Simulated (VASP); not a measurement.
Band structure of HfS2 (1T layered). Level of theory: PBE GGA with D3 dispersion (zero damping), VASP's PBE PAW potentials (set 64) (plane waves; VASP).

Unless said otherwise, spin-orbit coupling is left out, though it shifts the bands of the heavy elements here.

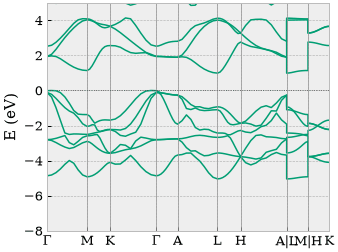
Bands along high-symmetry lines, zero at the valence-band maximum or, without a gap, the Fermi level

Question: Read the plot: is there a gap, and where are the band edges?

Answer: The gap is indirect, 0.99 eV, from the valence maximum at K-Γ at 0.89 to the conduction minimum at L. (Edges off the drawn lines would not show.)

Measured: gap 1.80 eV (computed value off by -0.81 eV), as given by Miłosz Rybak et al., Nanomaterials (2022), arXiv:2210.12074.

The compound is HfS2 in the 1T layered structure. It was relaxed first.
